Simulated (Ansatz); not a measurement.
**FCI/STO-3G run of BF (SMILES [B]F)**

Aim: the vertical electron affinity of BF at FCI/STO-3G, from 2 runs. 

The calculation is run with Ansatz 0.2.0.

35 further runs of the same task are left out: 1 that didn't finish, 34 set aside as unsound or not needed.

## Step 1: The molecule

BF: 2 atoms, total charge 0, spin state singlet. SMILES: `[B]F`. The shape is that of a PBE0-D4/def2-TZVP optimisation.

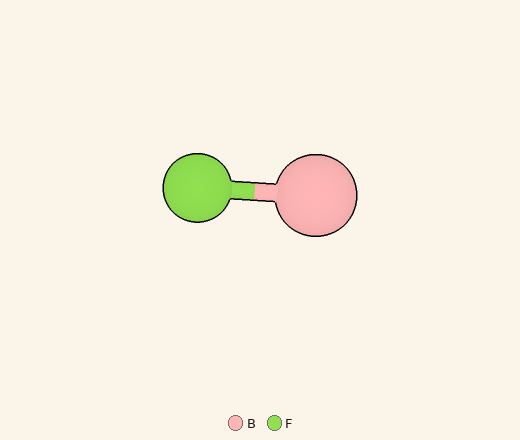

Viewed from a chosen angle; boron pink, fluorine green.

## Step 2: The energy at FCI/STO-3G

molecule.yaml

```yaml
crystal:
  periodic: [false, false, false]
  atoms:
    - symbol: B
      position_ang: [0.000000, -0.000000, -0.009350]
    - symbol: F
      position_ang: [-0.000000, 0.000000, 1.253740]
basis:
  gaussian:
    orbitals: STO-3G
correlation:
  method: fci
  frozen_orbitals: {B: 1, F: 1}
accuracy: high
```

On the command line:

```
ansatz run molecule.yaml --threads 1 --pin off --max-ram 3480MiB --events-out events.jsonl --progress --plain --runs-dir runs
```

Standard output:

```text
Warning: RAYON_NUM_THREADS=1 ignored (pool sized by the plan → 1); use --threads N
Functional definition: HF
  name "HF"
  exchange = exact_x
  correlation = 0
149 factors; integrals over basis functions are off by at most 3.9e-8 eV
mean field evaluation 1: about -3328.7855 eV, gradient 1.3e1 eV
mean field evaluation 2: about -3328.8130 eV, gradient 1.3e1 eV
mean field evaluation 4: about -3329.4788 eV, gradient 5.8e-1 eV
mean field evaluation 8: about -3329.4800 eV, gradient 1.6e-6 eV
mean field -3329.48003742 eV, -122.3561345724 hartree, gradient 7.8e-8 eV, S^2 0.000000; 0 other end points of the search recorded, 0 dependent functions left out
2 core orbitals not correlated: weight in the atoms' cores, before any rotation towards them, 1.000 or more for the frozen orbitals, at most 0.000 for the correlated occupied ones
reference -3329.48003742 eV, -122.3561345724 hartree; 5, 5 occupied and 3, 3 virtual orbitals, 149 factors
state -3331.79613497 eV, -122.4412495876 hartree
Total energy: -3331.79613497 eV, -122.4412495876 hartree
```

It took 0.1 s on 1 thread of Intel Xeon 6975P-C (Granite Rapids), shared host.

## Step 3: The doublet anion

input.yaml

```yaml
crystal:
  periodic: [false, false, false]
  atoms:
    - {symbol: B, position_ang: [0.000000, -0.000000, -0.009350]}
    - {symbol: F, position_ang: [-0.000000, 0.000000, 1.253740]}
basis:
  gaussian: {orbitals: STO-3G}
total_charge: -1
magnetization: {spin_polarized: true, initial_magnetization: 1}
correlation: {method: fci, frozen_orbitals: {B: 1, F: 1}}
accuracy: high
```

On the command line:

```
ansatz run input.yaml --threads 1 --pin off --max-ram 3480MiB --events-out events.jsonl --progress --plain --runs-dir runs
```

Standard output:

```text
Warning: RAYON_NUM_THREADS=1 ignored (pool sized by the plan → 1); use --threads N
[... 4 set-up lines as earlier in the session ...]
149 factors; integrals over basis functions are off by at most 3.9e-8 eV
mean field evaluation 1: about -3318.5157 eV, gradient 1.9e1 eV
mean field evaluation 2: about -3318.5662 eV, gradient 1.9e1 eV
mean field evaluation 4: about -3320.6597 eV, gradient 1.3e0 eV
mean field evaluation 8: about -3320.6870 eV, gradient 2.8e-2 eV
mean field evaluation 16: about -3320.6878 eV, gradient 6.8e-2 eV
mean field evaluation 32: about -3320.6870 eV, gradient 8.8e-9 eV
mean field -3320.68698284 eV, -122.0329957769 hartree, gradient 8.8e-9 eV, S^2 0.752717; 4 other end points of the search recorded, 0 dependent functions left out
2 core orbitals not correlated: weight in the atoms' cores, before any rotation towards them, 1.000 or more for the frozen orbitals, at most 0.000 for the correlated occupied ones
reference -3320.66283252 eV, -122.0321082691 hartree; 6, 5 occupied and 2, 3 virtual orbitals, 149 factors
state -3322.04531913 eV, -122.0829137147 hartree
Total energy: -3322.04531913 eV, -122.0829137147 hartree
```

Run time: 0.1 s. Hardware: 1 thread of Intel Xeon 6975P-C (Granite Rapids), shared host.

## Step 4: What came out

Level: FCI/STO-3G, 2 core orbitals frozen.

```
                                                  quantity          value
                                  singlet BF: total energy  -122.44125 Eh
   singlet BF: correlation energy (2 core orbitals frozen)      -85.1 mEh
                               doublet anion: total energy  -122.08291 Eh
doublet anion: correlation energy (2 core orbitals frozen)      -50.8 mEh
         vertical electron affinity (to the doublet anion)      -9.751 eV
```

What this shows: The anion lies 9.75 eV (225 kcal/mol) above the neutral: the electron isn't bound at this level, and such a value depends on the basis. Without diffuse functions anions come out too high. In a minimal basis such a difference can be off by several eV, whatever the method.
